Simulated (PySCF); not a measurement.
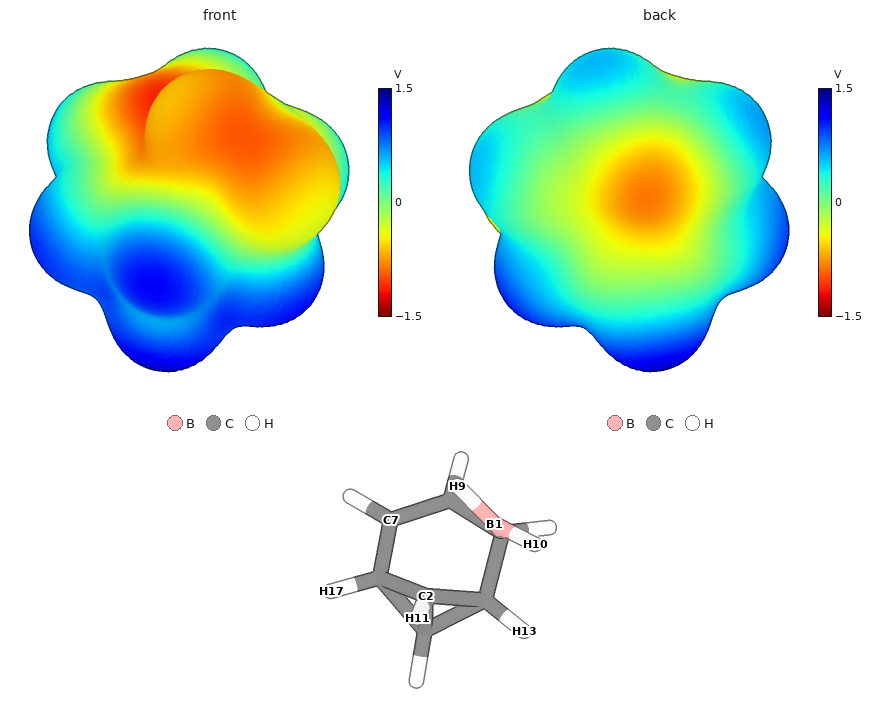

*C$_{7}$H$_{9}$B. The molecular electrostatic potential painted on the density surface at 0.002 e/bohr³, seen from the front and from behind; the colour scale runs from red (negative) to blue (positive). The bare structure is drawn below in the same view.*

Geometry: B3LYP-D3(BJ)/def2-SVP.

Theory: revPBE/pcSseg-1, SCF density, gas phase, non-relativistic (PySCF).

```xyz
17

B    -0.4543   -0.8488    1.4194
C    -1.2499    0.0249   -0.3393
C    -0.3816   -0.0141   -1.5714
C    -0.0538   -1.0366   -0.5751
C     0.9207   -0.8558    0.5774
C     1.5310    0.5090    0.5852
C     0.8713    1.5258    0.0097
C    -0.3912    1.2244   -0.7378
H    -0.7339    0.0920    2.1205
H    -1.0377   -1.8979    1.5717
H    -2.3320   -0.0873   -0.3586
H    -0.7324   -0.1817   -2.5877
H    -0.3531   -2.0603   -0.8153
H     1.6227   -1.6862    0.7131
H     2.4738    0.6667    1.1159
H     1.2428    2.5524    0.0251
H    -0.9422    2.0734   -1.1526
```

Question: Which sites attract a positive test charge, and which a negative one?

Answer: A positive charge is drawn to the negative regions and a negative charge to the positive ones. The most negative region (about −1.1 V) lies over C6, C7 and H9, the most positive (about +1.3 V) over H12.

Question: How polar is the molecule by this calculation?

Answer: Its dipole moment is 2.65 D.
